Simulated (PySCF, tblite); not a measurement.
# C₃H₉Si₂ radical: geometry, infrared bands and EPR parameters

What infrared bands and EPR parameters should C₃H₉Si₂ radical (`[SiH3][C@H]1C[CH][SiH2]1`) show?

The runs use tblite 0.8.0 and PySCF 2.14.0, with density-fitted response routines of our own; the level of theory stands in each step. All values are computed, except where a source is named. Atoms are numbered from 0 throughout.

### 1 The molecule as given

14 atoms, charge 0, multiplicity 2; geometry from: force field or distance geometry start.

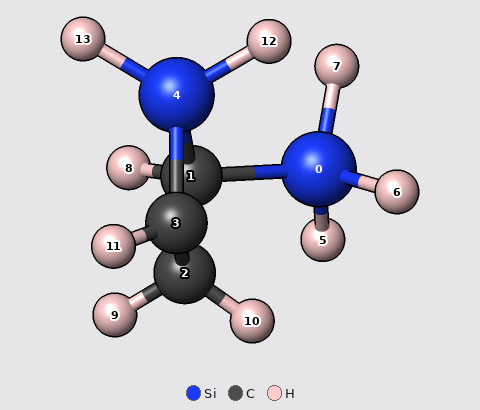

As it starts; silicon blue, carbon dark grey, hydrogen pink, atoms numbered.

### 2 Optimising the geometry with GFN2-xTB

Job settings and geometry (Å):

```
{"job": {"kind": "relax", "xc": "GFN2-xTB", "basis": "xTB"}, "charge": 0, "multiplicity": 2}
Si     1.830900     0.406400     0.034600
C      0.116200     0.096600    -0.637000
C     -0.372000    -1.250300    -0.115300
C     -1.491900    -0.698500     0.734900
Si    -1.213600     1.040700     0.240600
H      2.784700    -0.436200    -0.692900
H      1.871800     0.133000     1.483000
H      2.173700     1.825100    -0.146400
H      0.015600     0.178900    -1.714900
H     -0.744400    -1.872900    -0.969700
H      0.383500    -1.794400     0.484300
H     -2.494600    -1.134700     0.588500
H     -0.681400     1.843800     1.337600
H     -2.179200     1.662100    -0.649400
```

The run is started by

```console
OMP_NUM_THREADS=1 python probes_run.py task.json out
```

The driver reads the jobs from task.json and runs them one after another.

**Question.** This job is followed by: GFN2-xTB harmonic vibrations, gas phase; UKS B3LYP, pcH-1 on C H Si, non-relativistic, mean-field spin-orbit, GIAO. Predict these results of the whole session: strongest single infrared mode (GFN2-xTB); zero-point energy (GFN2-xTB); g(iso) (B3LYP); ⟨S²⟩; largest a(iso) (averaged by class); surface potential, least and greatest.

The runs gave:

| quantity | value |
| --- | --- |
| strongest single infrared mode (GFN2-xTB) | 2189 cm⁻¹, 389 km/mol |
| zero-point energy (GFN2-xTB) | 60.7 kcal/mol |
| g(iso) (B3LYP) | 2.00264 |
| ⟨S²⟩ | 0.754 (exact 0.75) |
| largest a(iso) (averaged by class) | 1H on H9, 124.9 MHz |
| surface potential, least and greatest | -0.18 V and 1.13 V |

Relaxing lowered the energy by 0.407 eV in 85 steps; the close pair that moved most is C1–Si4, from 1.852 to 1.931 Å. All 36 modes are real, so the xTB geometry is a minimum. The strongest single mode, at 2189 cm⁻¹, moves mainly H13 and H12. GFN2-xTB is a fitted tight-binding method: band positions and strengths are rough. Its intensities can rank the bands wrongly. Most of the unpaired spin sits on C3 (0.99 e). The isotropic g lies 0.3 ppt above the free-electron value.
